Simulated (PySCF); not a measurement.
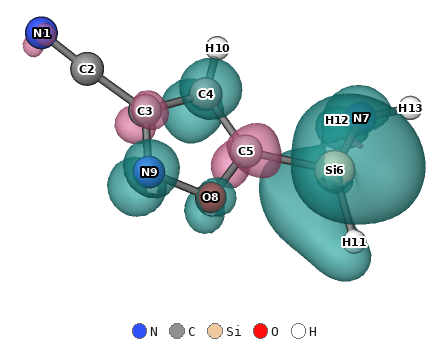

Figure 1: C$_{4}$H$_{4}$N$_{3}$OSi (SMILES N#Cc1cc([SiH]N)on1) (doublet). Isosurfaces of the spin density (α minus β) at +0.015 (teal) and −0.015 e/Å³ (pink), seen at a tilt.

Geometry: GFN2-xTB.

All numbers below come from PySCF 2.14.0, density-fitted response routines, UKS B3LYP, pcH-1 on C H N O Si, non-relativistic, mean-field spin-orbit, GIAO.

```xyz
13

N    -4.3476   -0.6829   -0.1087
C    -3.2726   -0.4217    0.1886
C    -1.9312   -0.1134    0.4871
C    -0.8601   -0.0780   -0.4317
C     0.2341    0.2552    0.3438
Si    1.9762    0.6707   -0.0552
N     2.3969   -0.0146   -1.5685
O    -0.1877    0.4118    1.6240
N    -1.5205    0.1837    1.7061
H    -0.8876   -0.2720   -1.4826
H     2.8941    0.6959    1.0701
H     2.3575   -1.0153   -1.7041
H     3.1439    0.3812   -2.1152
```

Question: Describe the spin distribution.

Answer: The unpaired spin (1 electron) lies mostly on Si6 (about 0.7), N9 (about 0.1) and C4 (about 0.1), in electrons by Hirshfeld's partition.
